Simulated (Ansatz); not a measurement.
# BH3O: what the fields show

```yaml
atoms:
  - { symbol: B, position_ang: [0.3671, -0.0160, 0.0753] }
  - { symbol: O, position_ang: [0.5830, -0.1151, 1.4099] }
  - { symbol: H, position_ang: [-0.2449, -0.2084, 1.9156] }
  - { symbol: H, position_ang: [1.3579, 0.1029, -0.6205] }
  - { symbol: H, position_ang: [-0.7656, -0.0447, -0.3837] }
```

Computed with Ansatz, RKS PBE-D4/def2-SVP.

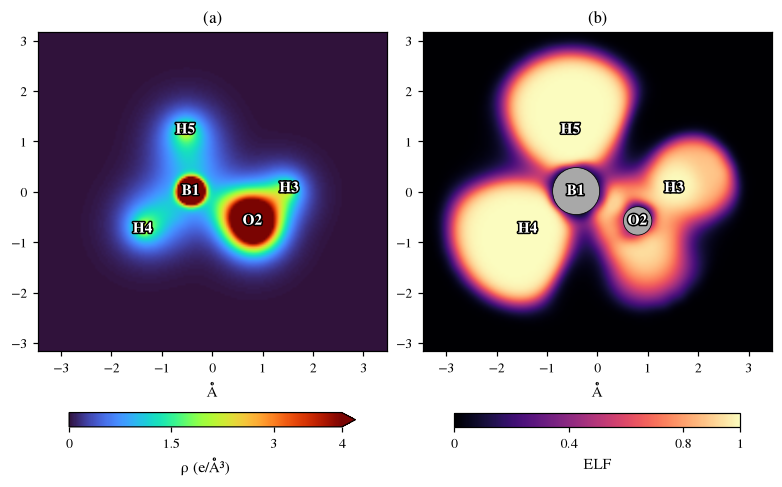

Figure 1. (a) electron density; (b) electron localisation function on the molecular plane. Grey discs cover the atomic cores in the ELF map.

Q: What does the map show?

A: Atoms in the plane: B, O and H. B–O (1.36 Å): ρ at the midpoint is about 2.1 e/Å³; the ELF peaks at about 0.90 between the atoms (a short, strongly polar bond). O–H (0.97 Å): the density is about 3.6 e/Å³ at the midpoint; the ELF climbs to about 1 towards the hydrogen, as it does in any bond to H (an ordinary covalent bond to hydrogen). B–H (1.22 Å): the density is about 1.2 e/Å³ at the midpoint; the ELF climbs to about 1 towards the hydrogen (an ordinary covalent bond to hydrogen). The ELF also peaks beside O2, away from the bonds: lone-pair regions.

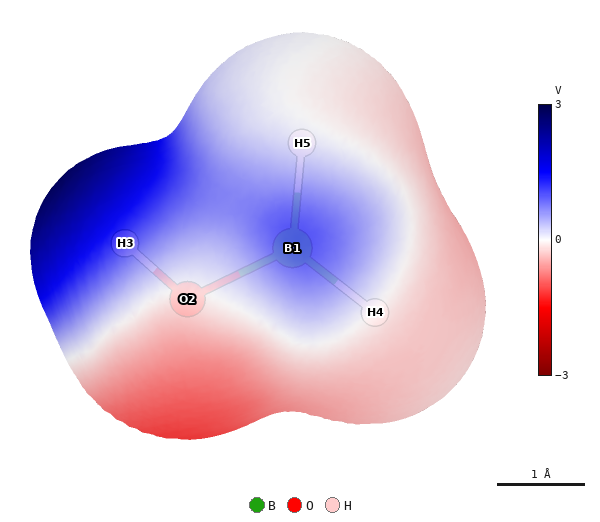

Figure 2. The molecular electrostatic potential painted on the density surface at 0.002 e/bohr³, seen across its widest extent; red is negative and blue positive.

Q: Which sites attract a positive test charge, and which a negative one?

A: A positive charge is drawn to the negative regions and a negative charge to the positive ones. The most negative region (about −1.2 V, or −28 kcal/mol for a unit charge) lies over O2, the most positive (about +2.8 V, or +65 kcal/mol for a unit charge) over H3. O2 is the likeliest acceptor of a hydrogen bond.

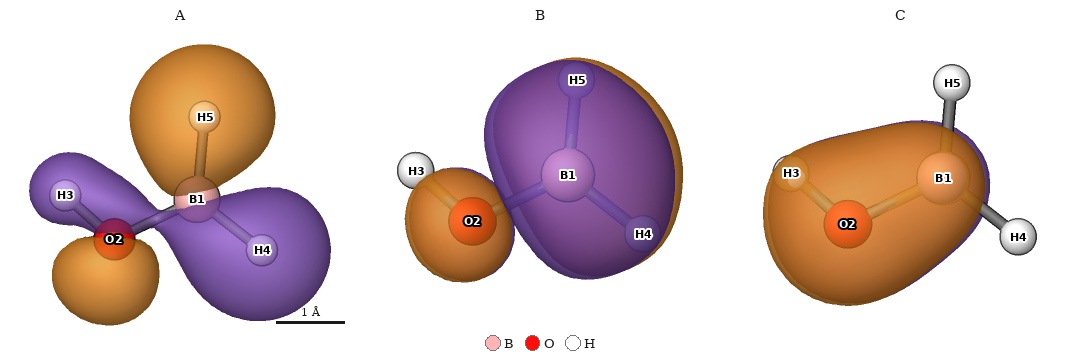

Figure 3. Three frontier orbitals at ±0.1 Å⁻³ᐟ² (orange and purple are the two phases), in no order.

Q: Order the three orbitals by energy and name them.

A: C is the HOMO−1 (−8.91 eV). Its weight (Hirshfeld) is mainly on O2 (about 75 %) and B1 (about 20 %); it changes sign across the molecular plane (π type). A is the HOMO (−7.19 eV). Its weight (Hirshfeld) is mainly on B1 (about 30 %), O2 (about 25 %), H5 (about 25 %) and H4 (about 20 %); it is symmetric in the molecular plane (an in-plane orbital: σ, lone-pair or in-plane π type). B is the LUMO (−1.25 eV). It lies mainly on B1 (about 65 %), O2 (about 20 %), H5 (about 10 %) and H4 (about 5 %); it changes sign across the molecular plane (π type).

Q: What is the HOMO–LUMO gap?

A: 5.94 eV between the orbital energies.
